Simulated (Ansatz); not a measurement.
## Geometry relaxation of C$_{3}$H$_{9}$GeNO (part 1 of 2)

The run: geometry relaxation of C$_{3}$H$_{9}$GeNO, SMILES CC(C)[O][Ge][NH2]. Method and program: RKS PBE-D4/def2-SVP (Ansatz 0.2.0).

The geometry: force-field start. Figures and captions count atoms from 1; the log counts them from 0 in places.

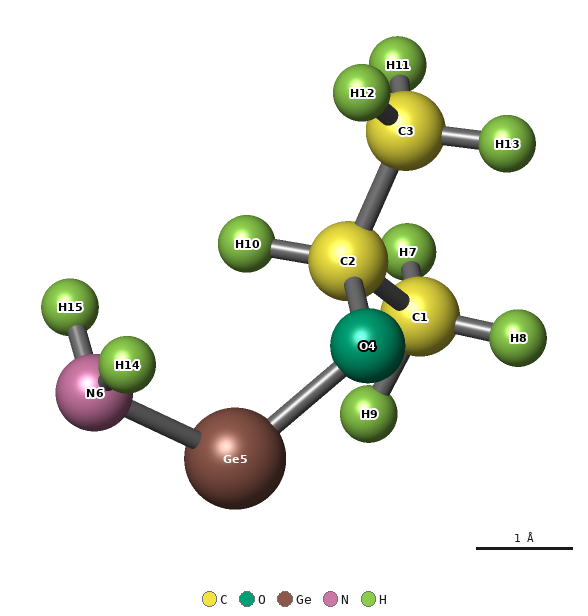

*The structure as given in the input (ball-and-stick view, seen at a tilt; atoms are numbered from 1 in the order of the input). Sticks mark near contacts.*

Bond lengths as drawn: C–C 1.52 to 1.54 Å, C–H 1.07 to 1.19 Å, C–O 1.48 Å, Ge–N 1.86 Å, Ge–O 1.82 Å and H–N 1.01 to 1.06 Å.

Key numbers

```csv
quantity,value
outcome,converged
total energy,−63285.3607 eV
mean-field energy,−63285.0121 eV
dispersion energy,−0.3485 eV
SCF solution under orbital rotations,stable
largest force (length of the vector) at the end,0.023 eV/Å
dipole moment,2.39 D
hardware,"4 threads of Arm Neoverse V2, 23 GiB of memory available, shared host"
wall time,36 s (CPU time 2.2 min)
peak memory,0.22 GiB
```

Input file
```yaml
crystal:
  periodic: [false, false, false]
  atoms:
    - {symbol: C, position_ang: [-0.486900, -0.797200, 1.612600]}
    - {symbol: C, position_ang: [-0.096600, -0.354700, 0.187400]}
    - {symbol: C, position_ang: [0.352400, -1.583600, -0.591300]}
    - {symbol: O, position_ang: [1.049400, 0.580400, 0.253200]}
    - {symbol: Ge, position_ang: [0.323500, 2.242200, 0.342400]}
    - {symbol: N, position_ang: [0.006000, 2.916400, -1.359600]}
    - {symbol: H, position_ang: [-1.315700, -1.511900, 1.554600]}
    - {symbol: H, position_ang: [0.360200, -1.151400, 2.165900]}
    - {symbol: H, position_ang: [-0.925300, 0.148700, 2.186500]}
    - {symbol: H, position_ang: [-0.969400, 0.048600, -0.348600]}
    - {symbol: H, position_ang: [-0.443900, -2.331300, -0.639300]}
    - {symbol: H, position_ang: [0.716000, -1.283900, -1.585700]}
    - {symbol: H, position_ang: [1.203200, -2.025900, -0.078400]}
    - {symbol: H, position_ang: [0.878900, 2.821300, -1.865600]}
    - {symbol: H, position_ang: [-0.673700, 2.231500, -1.804700]}
basis:
  gaussian: {orbitals: def2-SVP}
hamiltonian: {xc: pbe, dispersion: d4}
relax: {f_tol: 0.03, max_steps: 200}
```

Command:
```bash
ansatz run in.yaml --threads 4 --pin off --events-out ev --progress --plain --max-ram 11315MiB
```

The program's output
```
Functional definition: PBE
  name "PBE"
  cite "Perdew, Burke & Ernzerhof, Phys. Rev. Lett. 77, 3865 (1996) doi:10.1103/PhysRevLett.77.3865"
  parent pbe
  parameter kappa = 0.804
  parameter beta = 0.06672455060314922
  exchange = pbe_x(kappa = kappa, mu = beta*pi^2/3)
  correlation = pbe_c(beta = beta)
1662 factors; their error is unknown
mean field evaluation 1: about -63263.3442 eV, gradient 9.6e1 eV
mean field evaluation 2: about -63170.5957 eV, gradient 2.0e2 eV
mean field evaluation 4: about -63282.6543 eV, gradient 2.1e1 eV
mean field evaluation 8: about -63283.5949 eV, gradient 3.3e-1 eV
mean field evaluation 16: about -63283.4990 eV, gradient 1.1e-3 eV
mean field -63283.49903247 eV, -2325.6256943470 hartree, gradient 4.6e-5 eV, S^2 0.000000; 0 other end points of the search recorded, 0 dependent functions left out
the calculation of the forces begins
reference -63283.49907062 eV, -2325.6256957489 hartree; 37, 37 occupied and 110, 110 virtual orbitals, 1662 factors
relax step   1: F+E_penalty+E_count = -63283.83981209 eV  Δ(F+E_penalty+E_count) = +0.000e0 eV  max|allowed force component| = 3.134e0 eV/Å  Δτ_max = 0.0000 Å  (31 SCF iters, accepted)
these checks for a lower state are left out or cut short: starts, cluster_reference, orbital_swaps, neighbouring_geometries, increment
1662 factors; their error is unknown
mean field -63283.90613277 eV, -2325.6406550071 hartree, gradient 1.7e-5 eV, S^2 0.000000; 0 other end points of the search recorded, 0 dependent functions left out
[... from here on the field's lines of each further geometry are left out, up to the last ...]
relax step   2: F+E_penalty+E_count = -63284.24536110 eV  Δ(F+E_penalty+E_count) = -4.055e-1 eV  max|allowed force component| = 7.637e-1 eV/Å  Δτ_max = 0.1902 Å  (33 SCF iters, accepted)
relax step   3: F+E_penalty+E_count = -63284.34153454 eV  Δ(F+E_penalty+E_count) = -9.617e-2 eV  max|allowed force component| = 8.258e-1 eV/Å  Δτ_max = 0.1949 Å  (38 SCF iters, accepted)
relax step   4: F+E_penalty+E_count = -63284.43270302 eV  Δ(F+E_penalty+E_count) = -9.117e-2 eV  max|allowed force component| = 1.224e0 eV/Å  Δτ_max = 0.1945 Å  (31 SCF iters, accepted)
relax step   5: F+E_penalty+E_count = -63284.57744195 eV  Δ(F+E_penalty+E_count) = -1.447e-1 eV  max|allowed force component| = 9.060e-1 eV/Å  Δτ_max = 0.2000 Å  (31 SCF iters, accepted)
relax step   6: F+E_penalty+E_count = -63284.71122091 eV  Δ(F+E_penalty+E_count) = -1.338e-1 eV  max|allowed force component| = 7.990e-1 eV/Å  Δτ_max = 0.2000 Å  (31 SCF iters, accepted)
relax step   7: F+E_penalty+E_count = -63284.83257613 eV  Δ(F+E_penalty+E_count) = -1.214e-1 eV  max|allowed force component| = 1.790e0 eV/Å  Δτ_max = 0.1949 Å  (31 SCF iters, accepted)
relax step   8: F+E_penalty+E_count = -63285.00751880 eV  Δ(F+E_penalty+E_count) = -1.749e-1 eV  max|allowed force component| = 9.335e-1 eV/Å  Δτ_max = 0.1999 Å  (38 SCF iters, accepted)
relax step   9: F+E_penalty+E_count = -63285.11755587 eV  Δ(F+E_penalty+E_count) = -1.100e-1 eV  max|allowed force component| = 7.519e-1 eV/Å  Δτ_max = 0.1912 Å  (31 SCF iters, accepted)
relax step  10: F+E_penalty+E_count = -63285.18714702 eV  Δ(F+E_penalty+E_count) = -6.959e-2 eV  max|allowed force component| = 7.438e-1 eV/Å  Δτ_max = 0.1950 Å  (31 SCF iters, accepted)
relax step  11: F+E_penalty+E_count = -63285.27437420 eV  Δ(F+E_penalty+E_count) = -8.723e-2 eV  max|allowed force component| = 2.755e-1 eV/Å  Δτ_max = 0.2000 Å  (38 SCF iters, accepted)
relax step  12: F+E_penalty+E_count = -63285.31235623 eV  Δ(F+E_penalty+E_count) = -3.798e-2 eV  max|allowed force component| = 4.492e-1 eV/Å  Δτ_max = 0.1999 Å  (37 SCF iters, accepted)
relax step  13: F+E_penalty+E_count = -63285.34706685 eV  Δ(F+E_penalty+E_count) = -3.471e-2 eV  max|allowed force component| = 1.554e-1 eV/Å  Δτ_max = 0.2000 Å  (38 SCF iters, accepted)
relax step  14: F+E_penalty+E_count = -63285.35358800 eV  Δ(F+E_penalty+E_count) = -6.521e-3 eV  max|allowed force component| = 1.262e-1 eV/Å  Δτ_max = 0.0969 Å  (31 SCF iters, accepted)
relax step  15: F+E_penalty+E_count = -63285.35367854 eV  Δ(F+E_penalty+E_count) = -9.054e-5 eV  max|allowed force component| = 1.644e-1 eV/Å  Δτ_max = 0.1151 Å  (33 SCF iters, accepted)
relax step  16: F+E_penalty+E_count = -63285.35889073 eV  Δ(F+E_penalty+E_count) = -5.212e-3 eV  max|allowed force component| = 1.034e-1 eV/Å  Δτ_max = 0.0950 Å  (32 SCF iters, accepted)
relax step  17: F+E_penalty+E_count = -63285.35925514 eV  Δ(F+E_penalty+E_count) = -3.644e-4 eV  max|allowed force component| = 1.195e-1 eV/Å  Δτ_max = 0.0220 Å  (33 SCF iters, accepted)
relax step  18: F+E_penalty+E_count = -63285.36054008 eV  Δ(F+E_penalty+E_count) = -1.285e-3 eV  max|allowed force component| = 3.214e-2 eV/Å  Δτ_max = 0.0344 Å  (32 SCF iters, accepted)
the calculation of the forces begins
reference -63285.01213735 eV, -2325.6812999256 hartree; 37, 37 occupied and 110, 110 virtual orbitals, 1662 factors
relax step  19: F+E_penalty+E_count = -63285.36064456 eV  Δ(F+E_penalty+E_count) = -1.045e-4 eV  max|allowed force component| = 1.985e-2 eV/Å  Δτ_max = 0.0089 Å  (34 SCF iters, accepted)
1662 factors; their error is unknown
mean field evaluation 160: about -63285.0780 eV, gradient 3.8e0 eV
```

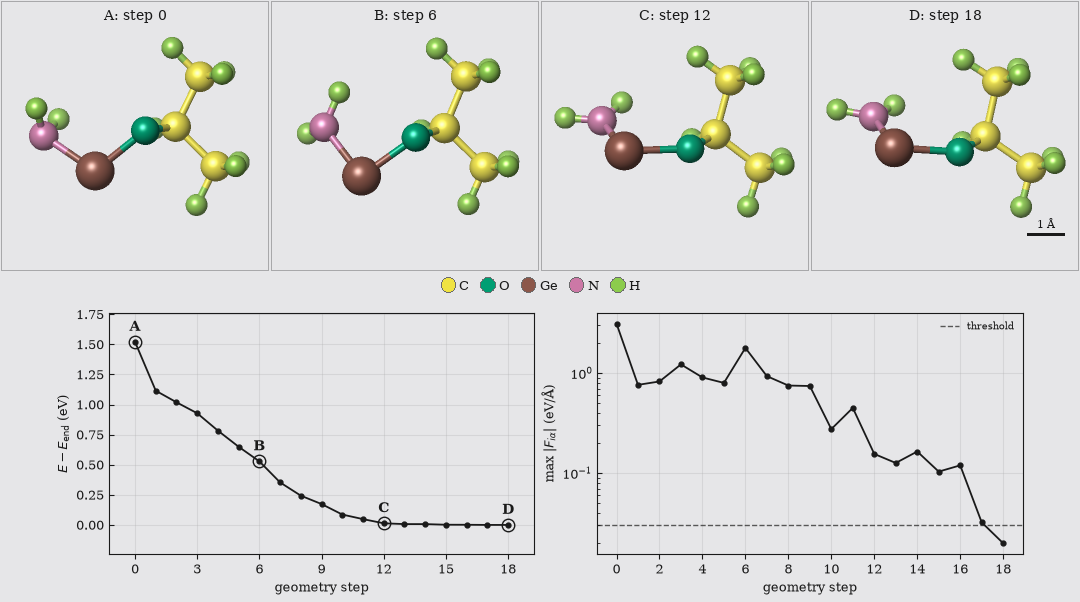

*Frames of the relaxation (ball-and-stick view, seen on its broad side) above the curves, on which the letters mark them (the first geometry is step 0 here and step 1 in the log).*

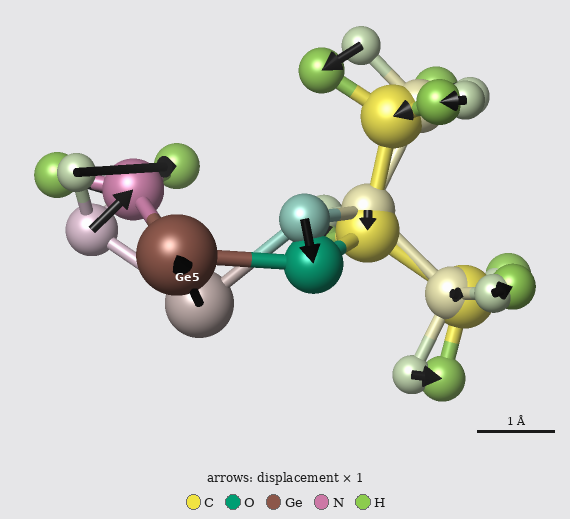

*Start (faint) and end (solid) with the displacements as black arrows, at true length (ball-and-stick view, seen on its broad side). The two geometries are laid on each other by the best rigid fit.*

The energy falls by 1.521 eV in 18 geometry steps. Largest force component: 3.1 eV/Å at the start, 0.02 eV/Å at the end. The atom that moves furthest after the best rigid fit is H14 (1.98 Å). By element the largest moves are H 1.98 Å, Ge 1.03 Å, N 0.76 Å, O 0.60 Å, C 0.40 Å. Among the contacts that change: C1–H9 1.190 → 1.108 Å, C2–O4 1.481 → 1.423 Å, N6–H15 1.063 → 1.024 Å, C1–H8 1.072 → 1.109 Å. Among the angles that change: C2–O4–Ge5 105.7° → 128.5°, Ge5–N6–H14 106.0° → 127.8°, Ge5–N6–H15 105.0° → 120.7°. (Atoms are counted from 1 in the order of the input.)

```
mean field -63285.01209918 eV, -2325.6812985228 hartree, gradient 1.7e-5 eV, S^2 0.000000; 1 other end points of the search recorded, 0 dependent functions left out
the calculation of the forces begins
reference -63285.01213735 eV, -2325.6812999256 hartree; 37, 37 occupied and 110, 110 virtual orbitals, 1662 factors
Total energy: -63285.36068273 eV, -2325.6941087322 hartree
Atom 0 at    -0.623029    -0.969697     1.654643 Å, force    -0.003207    -0.000640     0.000027 eV/Å
Atom 1 at    -0.153020    -0.231869     0.401960 Å, force    -0.007647    -0.008002    -0.000437 eV/Å
Atom 2 at     0.524411    -1.164796    -0.606178 Å, force    -0.001870    -0.001534    -0.001871 eV/Å
Atom 3 at     0.749676     0.788474     0.812730 Å, force     0.010690     0.019852     0.002946 eV/Å
Atom 4 at     1.133938     2.365058    -0.017489 Å, force    -0.007379    -0.011075    -0.000879 eV/Å
Atom 5 at     0.058388     2.207612    -1.515667 Å, force     0.007235     0.010964    -0.007125 eV/Å
Atom 6 at    -1.353192    -1.765876     1.403404 Å, force     0.000616     0.000380    -0.000287 eV/Å
Atom 7 at     0.243412    -1.433200     2.169019 Å, force     0.000867    -0.001596     0.000336 eV/Å
Atom 8 at    -1.100918    -0.262422     2.360551 Å, force    -0.000768    -0.000708     0.002426 eV/Å
Atom 9 at    -1.052513     0.224679    -0.085624 Å, force     0.000555     0.000779     0.001065 eV/Å
Atom 10 at    -0.158563    -1.978489    -0.926097 Å, force    -0.000214     0.001039     0.000481 eV/Å
Atom 11 at     0.844671    -0.605366    -1.507981 Å, force     0.001612    -0.001753    -0.005019 eV/Å
Atom 12 at     1.425342    -1.623262    -0.149628 Å, force     0.002468     0.001379     0.000620 eV/Å
Atom 13 at    -0.560859     1.430588    -1.765094 Å, force    -0.003777    -0.002341    -0.001144 eV/Å
Atom 14 at     0.000355     2.967765    -2.199149 Å, force     0.000818    -0.006744     0.008860 eV/Å
Dipole moment:    -0.288238    -0.017161    -0.405637 e Å
```

Trajectory as extended XYZ (Å, eV, eV/Å), 19 frames, from step=1 to step=19
```
15
Properties=species:S:1:pos:R:3:forces:R:3 step=1 energy=-63283.83981
C    -0.4869   -0.7972    1.6126   -1.9312   3.1336  -0.0893
C    -0.0966   -0.3547    0.1874    1.6904  -0.9041   0.8061
C     0.3524   -1.5836   -0.5913    0.1745   0.6847  -0.2059
O     1.0494    0.5804    0.2532   -0.9815  -1.1196  -0.5457
Ge    0.3235    2.2422    0.3424   -0.0807   1.1592   1.7845
N     0.0060    2.9164   -1.3596   -1.3781  -0.7013  -0.4732
H    -1.3157   -1.5119    1.5546   -0.1426  -0.4872   0.1644
H     0.3602   -1.1514    2.1659    0.9129  -0.5426   0.5285
H    -0.9253    0.1487    2.1865    0.7891  -1.5938  -0.7587
H    -0.9694    0.0486   -0.3486   -0.4805   0.5400  -0.1424
H    -0.4439   -2.3313   -0.6393   -0.3602  -0.3023  -0.2506
H     0.7160   -1.2839   -1.5857   -0.1307  -0.0900  -0.3551
H     1.2032   -2.0259   -0.0784    0.5657  -0.3266   0.3804
H     0.8789    2.8213   -1.8656    0.6855  -0.1701  -0.8609
H    -0.6737    2.2315   -1.8047    0.6675   0.7202   0.0179
15
Properties=species:S:1:pos:R:3:forces:R:3 step=2 energy=-63284.24536
C    -0.5231   -0.7501    1.6238   -0.4768   0.7637  -0.1314
C    -0.0966   -0.3742    0.1945    0.6941   0.3193   0.1403
C     0.3843   -1.5690   -0.6285    0.0319   0.2377   0.2518
O     0.9851    0.6107    0.2434   -0.6686  -0.5641   0.0892
Ge    0.3256    2.3197    0.4553    0.1553   0.2827   0.0394
N     0.0509    2.8470   -1.3490   -0.3806  -0.2967  -0.2708
H    -1.3305   -1.5060    1.5984    0.0217  -0.1859   0.0978
H     0.3476   -1.1163    2.1796    0.2498  -0.2604   0.2268
H    -0.9293    0.1437    2.1906    0.2876  -0.4886  -0.4189
H    -0.9848    0.0569   -0.3255   -0.1623   0.0870  -0.1502
H    -0.4073   -2.3350   -0.7090   -0.0911  -0.1017  -0.0933
H     0.7109   -1.2506   -1.6363   -0.0912   0.0311  -0.0416
H     1.2570   -2.0200   -0.1259    0.1614  -0.1128   0.0716
H     0.8982    2.6379   -1.9122   -0.1990  -0.1599   0.0505
H    -0.7099    2.2545   -1.7699    0.4678   0.4487   0.1388
15
Properties=species:S:1:pos:R:3:forces:R:3 step=3 energy=-63284.34153
C    -0.5391   -0.7589    1.6175    0.1039  -0.2060  -0.1480
C    -0.0983   -0.3677    0.2010    0.2892   0.2486  -0.0366
C     0.4051   -1.5562   -0.6156   -0.0016   0.0311   0.0775
O     0.9548    0.6213    0.2765   -0.3741  -0.0790   0.1693
Ge    0.3691    2.3740    0.4612    0.1439  -0.0405  -0.2085
N     0.0940    2.8560   -1.3668    0.0944  -0.7520  -0.6284
H    -1.3312   -1.5378    1.5993    0.0630  -0.0056   0.0083
H     0.3365   -1.1383    2.1854   -0.0630  -0.0347  -0.0219
H    -0.9345    0.1123    2.1670   -0.0714   0.1710   0.0727
H    -0.9876    0.0644   -0.3355    0.0221  -0.0669  -0.0202
H    -0.3833   -2.3321   -0.7174    0.0459   0.0248  -0.0034
H     0.7132   -1.2265   -1.6274   -0.0009  -0.0038   0.0104
H     1.2875   -2.0109   -0.1166   -0.0368   0.0273  -0.0319
H     0.8749    2.4509   -1.9615   -0.8258   0.1499   0.5707
H    -0.7832    2.3986   -1.7377    0.6112   0.5359   0.1899
15
Properties=species:S:1:pos:R:3:forces:R:3 step=4 energy=-63284.43270
C    -0.5451   -0.7647    1.6120    0.0748  -0.1866  -0.0501
C    -0.0902   -0.3624    0.2044    0.0535   0.1420  -0.0537
C     0.4223   -1.5450   -0.6131    0.0138  -0.0074   0.0427
O     0.9457    0.6258    0.3093   -0.0955   0.1241   0.0788
Ge    0.3907    2.3905    0.4560    0.0528  -0.0150  -0.1270
N     0.1339    2.8451   -1.3795   -0.1336  -1.2241  -0.8064
H    -1.3306   -1.5491    1.5856    0.0196   0.0042  -0.0083
H     0.3248   -1.1500    2.1853   -0.0515  -0.0010  -0.0213
H    -0.9463    0.1059    2.1642   -0.0430   0.0836   0.0282
H    -0.9770    0.0633   -0.3419    0.0296  -0.0319  -0.0005
H    -0.3620   -2.3240   -0.7215    0.0391   0.0273   0.0065
H     0.7303   -1.2144   -1.6247    0.0155   0.0070   0.0108
H     1.3034   -1.9994   -0.1133   -0.0088   0.0183  -0.0240
H     0.8107    2.2675   -1.9713   -0.9188   0.4632   0.6607
H    -0.8326    2.5602   -1.7222    0.9526   0.5961   0.2636
15
Properties=species:S:1:pos:R:3:forces:R:3 step=5 energy=-63284.57744
C    -0.5471   -0.7592    1.5978    0.0771  -0.0683  -0.0560
C    -0.0648   -0.3299    0.2024    0.0337  -0.0053   0.0418
C     0.4381   -1.5221   -0.6134    0.0231   0.1032   0.0048
O     0.9805    0.6453    0.3354   -0.0470  -0.0805   0.1280
Ge    0.4064    2.4001    0.4650    0.0085   0.0111   0.0387
N     0.1294    2.7387   -1.3662   -0.3743  -0.9053  -0.8085
H    -1.3432   -1.5309    1.5400    0.0156   0.0076  -0.0226
H     0.3048   -1.1748    2.1774   -0.0390   0.0181  -0.0419
H    -0.9460    0.1025    2.1682   -0.0225   0.0606   0.0003
H    -0.9410    0.1142   -0.3489    0.0761  -0.0500   0.0091
H    -0.3611   -2.2838   -0.7355    0.0410   0.0402   0.0000
H     0.7680   -1.1931   -1.6190    0.0142  -0.0105   0.0039
H     1.3020   -1.9997   -0.1049   -0.0119   0.0408  -0.0143
H     0.7167    2.0914   -1.9594   -0.7008   0.3510   0.5132
H    -0.8647    2.6503   -1.7097    0.9060   0.4872   0.2034
```
